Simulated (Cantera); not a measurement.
A closed system holds: 1 mol MgO, 0.012 mol C, 0.13 mol H2, equilibrated at 1.00 bar.

These are equilibrium values from Cantera (NASA tables, ideal gas, pure condensed phases), not measurements of a reactor. Candidate condensed phases: C, C6H6, C7H8, C8H18, H2O, Mg, MgCO3, MgO, Mg(OH)2; 116 gas species. The tables' values for MgH are old estimates; treat these amounts as uncertain. Kinetics and transport are ignored.

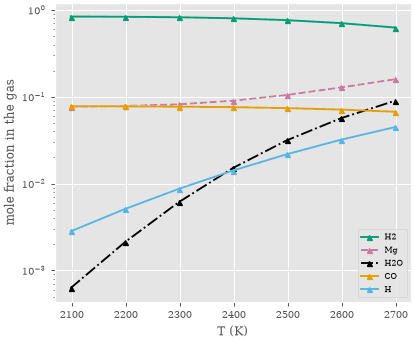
*Equilibrium gas composition (values under 1e-9 drawn at 1e-9)*

From 2098 K to 2698 K the condensed part is MgO(s). The main Mg-bearing gas is Mg throughout.
